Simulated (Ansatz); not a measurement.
## A computed series for Rh: pressure series

Take Rh in the fcc (Cu type) structure (space group Fm-3m, No. 225; a = 3.7800 Å) as the base.

Cell and atoms are relaxed at each pressure.

Calculations: plane-wave PAW DFT at the PBEsol level (Ansatz, a program for electronic structure, 420 eV), no spin-orbit coupling.

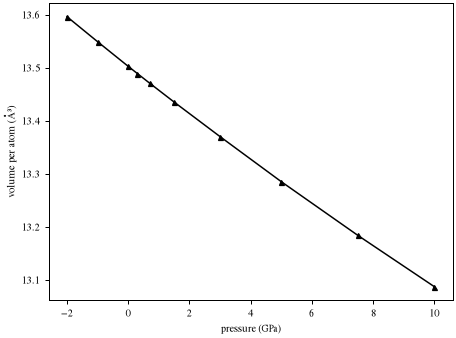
Figure: Volume per atom against pressure

### Question
From the plot, what is the volume per atom for pressure 5 GPa?

### Answer
About 13.29 Å³.

### Question
Is the trend monotonic over the range shown?

### Answer
Yes, it falls throughout, spanning 13.09 Å³ to 13.60 Å³.

Load acts through the strain it causes; cell and atoms are relaxed under it. Whether these cells are dynamically stable was not tested. Competing high-pressure phases were not computed. The final runs are not spin-polarised.
